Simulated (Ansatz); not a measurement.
```tsv
atom	x (Å)	y (Å)	z (Å)
N	-1.5621	-1.5596	-0.1733
P	1.4663	-1.8038	1.5304
Si	-1.9461	-0.1449	-1.1218
Si	-0.0542	-2.4294	-0.0515
H	-3.3093	-0.2724	-1.7061
H	-0.9330	-0.0481	-2.2025
H	-1.9220	1.1252	-0.3398
H	-2.2680	-1.8348	0.5050
H	-0.3602	-3.8567	0.2413
H	0.6391	-2.3057	-1.3590
H	1.3959	-0.4077	1.2523
H	0.5321	-1.7361	2.6057
```

Geometry: B3LYP/6-31G*.

The calculation used isolated molecule in a Gaussian basis; Kohn-Sham density functional theory, functional PBE0 (Ansatz 0.2.0).

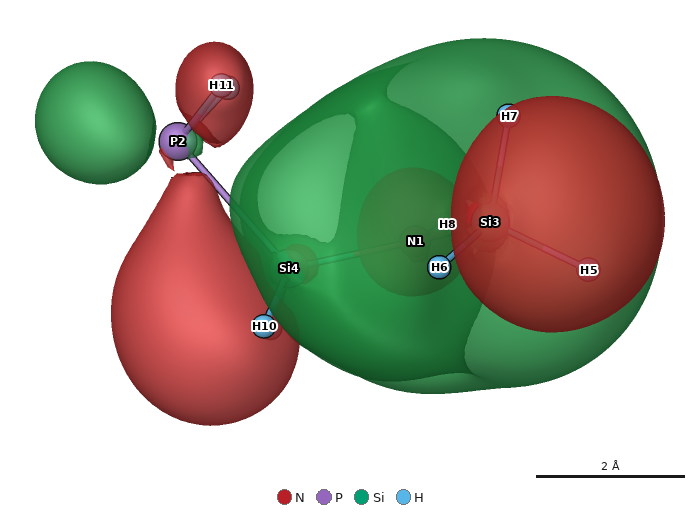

H₈NPSi₂ (SMILES [SiH3]N[SiH2]P). The LUMO at ±0.05 Å⁻³ᐟ² (green and red are the two phases), seen at an oblique angle.

### What is the character of this orbital?

Its weight (Hirshfeld) is mainly on Si3 (about 25 %), Si4 (about 20 %), H8 (about 15 %), N1 (about 10 %) and P2 (about 5 %). Its energy is −0.34 eV.
